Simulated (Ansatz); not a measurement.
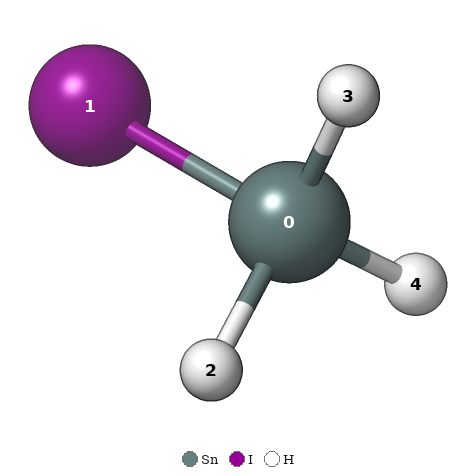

The structure as it stands in the input. Atoms are numbered from 0, in the order of the input.

Input file:

```yaml
crystal:
  periodic: [false, false, false]
  atoms:
    - {symbol: Sn, position_ang: [-0.166449, 0.089942, -0.149582]}
    - {symbol: I, position_ang: [1.966701, -0.982021, 0.999410]}
    - {symbol: H, position_ang: [-1.447881, 0.196877, 1.108936]}
    - {symbol: H, position_ang: [-0.566189, -0.903778, -1.444605]}
    - {symbol: H, position_ang: [0.254018, 1.678447, -0.617522]}
basis:
  gaussian: {orbitals: def2-TZVP}
hamiltonian: {xc: {name: CAM-B3LYP}, dispersion: d3bjatm}
output: {forces: true}
```

Command:

```sh
ansatz run in.yaml --threads 4 --pin off --events-out ev --progress --plain --max-ram 10444MiB
```

Result:

```
Functional definition: CAM-B3LYP
  name "CAM-B3LYP"
  cite "Yanai, Tew & Handy, Chem. Phys. Lett. 393, 51 (2004) doi:10.1016/j.cplett.2004.06.011"
  cite "Iikura, Tsuneda, Yanai & Hirao, J. Chem. Phys. 115, 3540 (2001) doi:10.1063/1.1383587"
  cite "Becke, Phys. Rev. A 38, 3098 (1988) doi:10.1103/PhysRevA.38.3098"
  cite "Lee, Yang & Parr, Phys. Rev. B 37, 785 (1988) doi:10.1103/PhysRevB.37.785"
  cite "Vosko, Wilk & Nusair, Can. J. Phys. 58, 1200 (1980) doi:10.1139/p80-159"
  parameter alpha = 0.19
  parameter beta = 0.46
  parameter omega = 0.33/bohr
  parameter ac = 0.81
  # Exact exchange under (alpha + beta erf(omega r))/r, Becke's under what is left of 1/r.
  exchange = (1 - alpha - beta)*b88_x + beta*b88_x_sr(omega) + alpha*exact_x + beta*exact_x_lr(omega)
  correlation = (1 - ac)*vwn5_c + ac*lyp_c
975 factors; their error is unknown
227 factors; integrals over basis functions are off by at most 1.1e-4 eV
mean field evaluation 1: about -13981.0137 eV, gradient 1.2e1 eV
mean field evaluation 2: about -13981.1616 eV, gradient 1.0e1 eV
mean field evaluation 4: about -13981.3404 eV, gradient 6.0e-1 eV
mean field evaluation 8: about -13981.6061 eV, gradient 7.7e-2 eV
mean field -13981.60609586 eV, -513.8145469499 hartree, gradient 1.7e-5 eV, S^2 0.000000; 0 other end points of the search recorded, 0 dependent functions left out
the calculation of the forces begins
reference -13981.60621553 eV, -513.8145513477 hartree; 25, 25 occupied and 93, 93 virtual orbitals, 975 factors
Total energy: -13981.70906820 eV, -513.8183311135 hartree
Atom 0 at    -0.166449     0.089942    -0.149582 Å, force    -0.975004     0.580495     0.887642 eV/Å
Atom 1 at     1.966701    -0.982021     0.999410 Å, force     0.303705    -0.154561     0.168202 eV/Å
Atom 2 at    -1.447881     0.196877     1.108936 Å, force     0.820852    -0.153165    -0.890929 eV/Å
Atom 3 at    -0.566189    -0.903778    -1.444605 Å, force    -0.117377    -0.092496    -0.143805 eV/Å
Atom 4 at     0.254018     1.678447    -0.617522 Å, force    -0.032177    -0.180273    -0.021110 eV/Å
Dipole moment:    -0.289536     0.132956    -0.207521 e Å
```

Self-consistency was reached.
